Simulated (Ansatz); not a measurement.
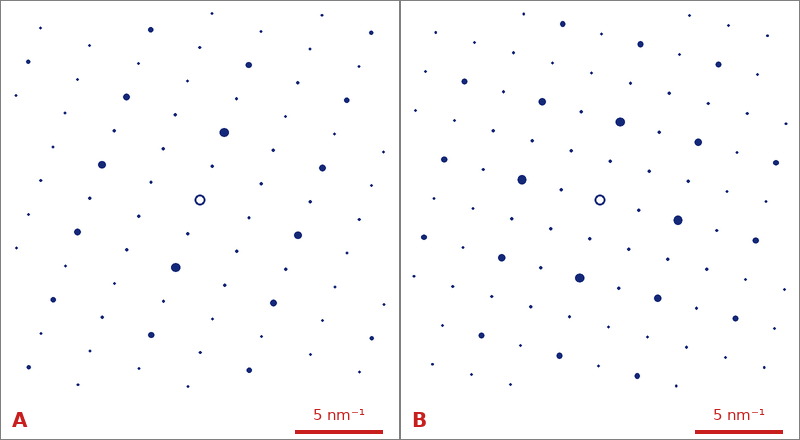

Kinematic electron diffraction patterns (300 kV, B = 0.5 Å², same scale, each along a low-index zone) of two structures of composition Zr3Os, each relaxed at zero pressure with Ansatz 0.2.0, DFT PBE, scalar-relativistic, plane waves, PAW.

The structures (standard cells):
1. Pm-3m (No. 221), a = 4.322 Å, 4 atoms; generated start, possibly hypothetical
2. P4/mmm (No. 123), a = 4.848 Å, c = 3.337 Å, 4 atoms; generated start, possibly hypothetical

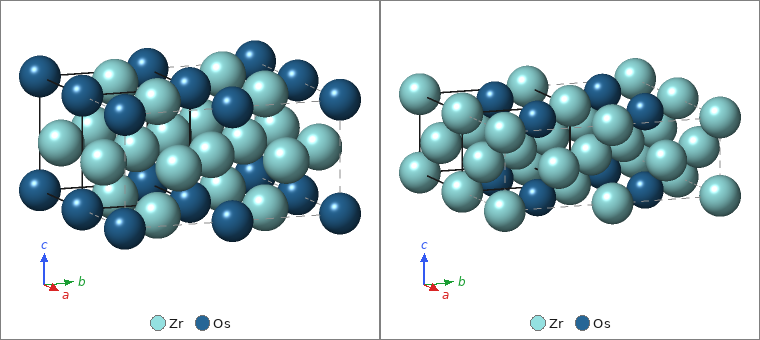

Drawings of the structures 1 to 2, from left to right (each may span several cells).

> Which pattern belongs to which structure, and along which zone?

A is structure 2 along [100] or an equivalent direction: rectangular net of 0 1 0 (weak) at d = 4.85 Å and 0 0 1 (weak) at d = 3.34 Å, 90.0° apart. B is structure 1 along [001] or an equivalent direction: square net of 1 0 0 (weak) at d = 4.32 Å and 0 1 0 (weak) at d = 4.32 Å, 90.0° apart.

> Rank the structures by their computed energy.

Structure 2 (P4/mmm, 19.61 Å³ an atom) is the lowest of these; structure 1 (Pm-3m, 20.19 Å³ an atom) lies about 160 meV an atom higher. These are static energies at 0 K; other structures, not shown, may lie lower still.
